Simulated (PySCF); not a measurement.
**C$_{2}$H$_{10}$BN$_{3}$Si: density, localisation and related maps**

The calculation's input:

```
{"job": {"kind": "nmr", "xc": "PBE0", "basis": "pcSseg-1"}, "charge": 0, "multiplicity": 1}
N      2.573224    -0.518223     1.056972
Si     1.308739    -0.095180    -0.035245
N      0.176928    -1.418791    -0.069915
B     -1.199170    -1.325005     0.093843
C     -1.854022     0.090809     0.405030
C     -1.047768     1.311321    -0.038148
N      0.322592     1.228603     0.444941
H      2.318677    -0.792310     1.992526
H      3.381572     0.078676     1.087655
H      1.958069     0.006191    -1.351643
H      0.585428    -2.326132    -0.230646
H     -1.865758    -2.294237     0.059372
H     -2.855853     0.172454    -0.022368
H     -1.983959     0.148647     1.490251
H     -1.076567     1.383826    -1.135547
H     -1.500993     2.223628     0.365468
H      0.751860     2.137752     0.527007
```

Command:

```sh
OMP_NUM_THREADS=1 python probes_run.py task.json out
```

Geometry: GFN2-xTB.

All numbers below come from PBE0/pcSseg-1, SCF density, gas phase, non-relativistic in PySCF.

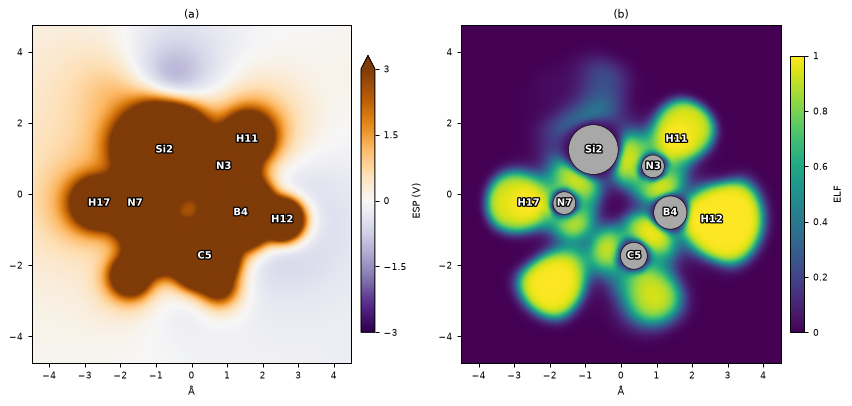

Figure 1. (a) electrostatic potential; (b) electron localisation function on the plane of atoms N3, B4 and C5. Grey discs cover the atomic cores in the ELF map.

Q: Interpret the plot.

A:
- Atoms in the plane: Si, N, B, C and H.
- B–N (1.39 Å): the ELF peaks at about 0.90 between the atoms: a polar covalent bond.
- C–B (1.59 Å): the ELF peaks at about 1 between the atoms (a shared electron pair).
- Si–N (1.72 Å): the ELF peaks at about 0.90 between the atoms: a shared but strongly polarised pair.
- N–H (1.01 Å): the ELF climbs to about 1 towards the hydrogen, as it does in any bond to H (an ordinary covalent bond to hydrogen).
- Outside the dense part of the molecule the potential is most negative (−1.0 V) near N1, which lies off the plane.

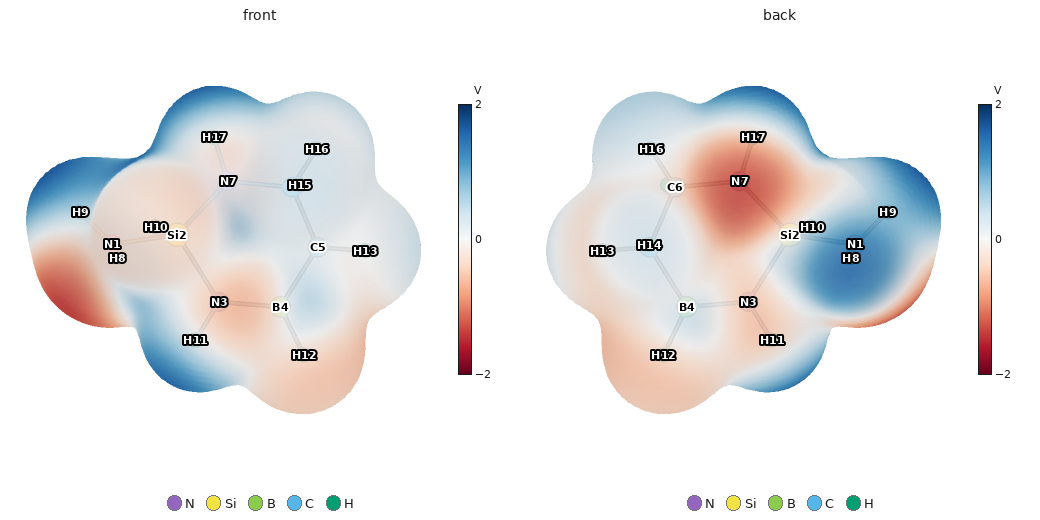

Figure 2. The molecular electrostatic potential painted on the density surface at 0.002 e/bohr³, seen from the front and from behind; red is negative and blue positive.

Q: Where is the surface potential most negative and most positive?

A: The most negative region (about −1.3 V) lies over N1 and N7, the most positive (about +1.6 V) over H9 and H17.

Q: How polar is the molecule by this calculation?

A: Its dipole moment is 1.99 D.
